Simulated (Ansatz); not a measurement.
## Electronic structure of CH7AlSi in real space

```xyz
10

C    -1.5773    0.1979   -0.7576
Al    0.0242   -0.7057   -0.0875
Si    1.4950    0.3936    1.5524
H     2.0348    1.6832    1.0030
H     0.3615   -2.1700   -0.6242
H    -1.7411    1.2045   -0.3415
H     2.6707   -0.4299    1.9817
H    -2.4797   -0.4036   -0.5439
H     0.7324    0.7586    2.7939
H    -1.5372    0.2927   -1.8581
```

Geometry: r2SCAN-D4/def2-SVP.

All numbers below come from isolated molecule in a Gaussian basis; Kohn-Sham density functional theory, functional PBE0 in Ansatz.

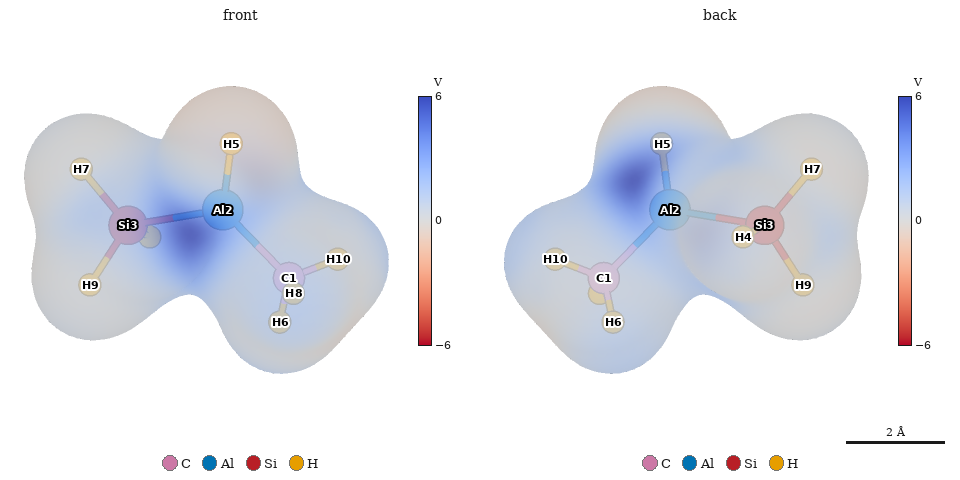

Figure 1. The electrostatic potential painted on the density surface at 0.004 e/bohr³, seen from the front and from behind; the colour scale runs from red (negative) to blue (positive).

> Where is the surface potential most negative and most positive?

The most negative region (about −0.4 V, or −9 kcal/mol for a unit charge) lies over H5, the most positive (about +5.5 V, or +127 kcal/mol for a unit charge) over Al2.

> What dipole moment does the calculation give?

Its dipole moment is 1.00 D.

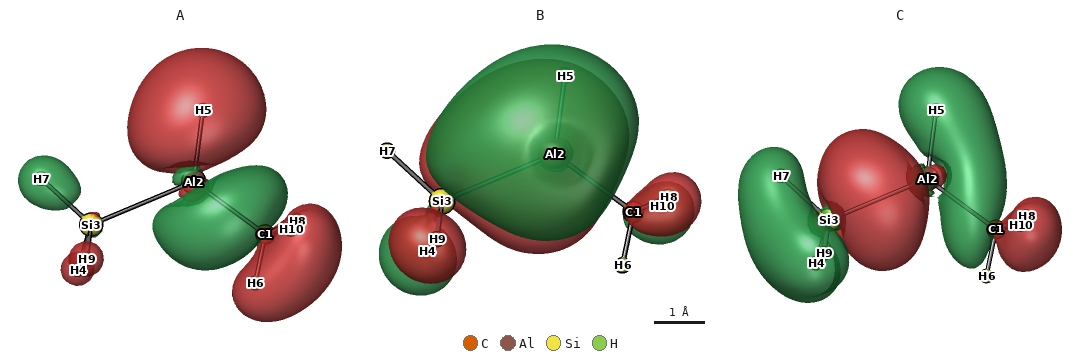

Figure 2. Three frontier orbitals at ±0.06 Å⁻³ᐟ² (green and red are the two phases), in no order.

> Which picture is the HOMO−1, the HOMO and the LUMO?

A is the HOMO−1 (−8.21 eV). By Hirshfeld shares it lies mainly on C1 (about 30 %), H5 (about 25 %) and Al2 (about 25 %). C is the HOMO (−7.37 eV). By Hirshfeld shares it lies mainly on Si3 (about 40 %), Al2 (about 30 %), C1 (about 10 %) and H5 (about 5 %). B is the LUMO (−1.76 eV). Its weight (Hirshfeld) is mainly on Al2 (about 65 %) and Si3 (about 15 %).

> What is the HOMO–LUMO gap?

5.61 eV between the orbital energies.

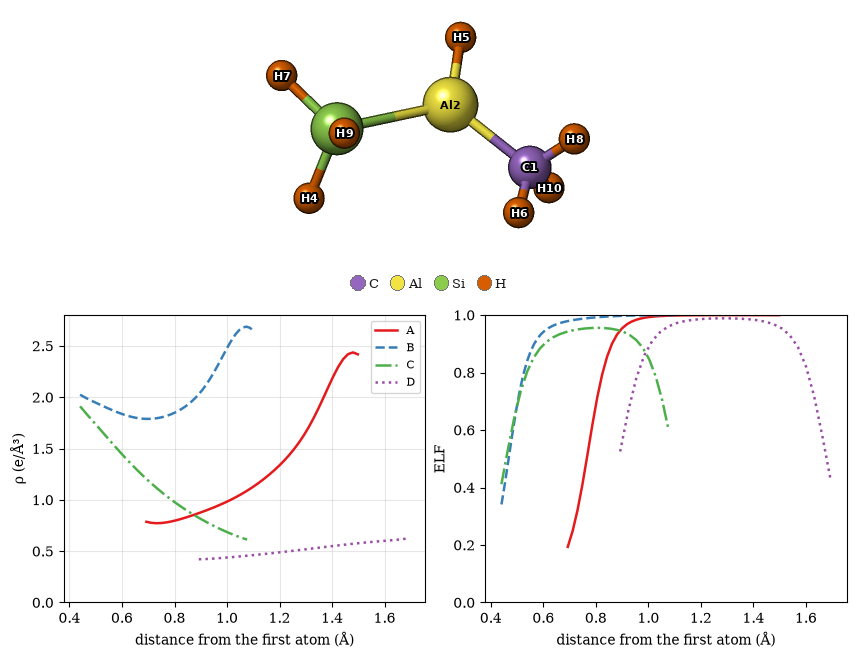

Figure 3. Total electron density and ELF along straight lines between neighbouring atoms. The curves leave out the atomic cores. The structure is drawn too.

> Which curve belongs to which contact (Al–Si, C–Al, C–H and Si–H)? The first atom named is at distance zero.

Curve A: Si–H (1.50 Å): ρ at the midpoint is about 0.77 e/Å³; the ELF climbs to about 1 towards the hydrogen, as it does in any bond to H. Curve B: C–H (1.10 Å): the density is about 1.9 e/Å³ at the midpoint; the ELF climbs to about 1 towards the hydrogen; an ordinary covalent bond to hydrogen. Curve C: C–Al (1.96 Å): the density is about 0.71 e/Å³ at the midpoint; the ELF peaks at about 0.95 between the atoms, as expected for a polar covalent bond. Curve D: Al–Si (2.46 Å): ρ at the midpoint is about 0.5 e/Å³; the ELF peaks at about 1 between the atoms, as expected for a covalent bond.

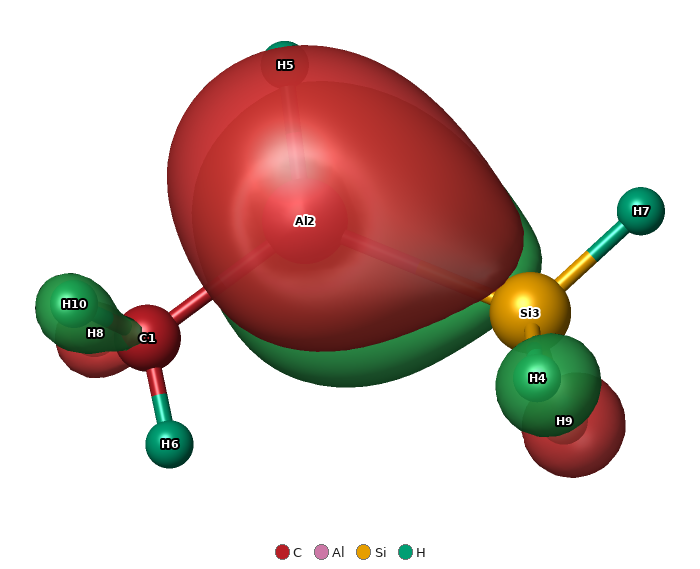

Figure 4. The LUMO at ±0.1 Å⁻³ᐟ² (green and red are the two phases), seen at an oblique angle.

> Where does this orbital lie, and at what energy?

It lies mainly on Al2 (about 65 %) and Si3 (about 15 %). Its energy is −1.76 eV.
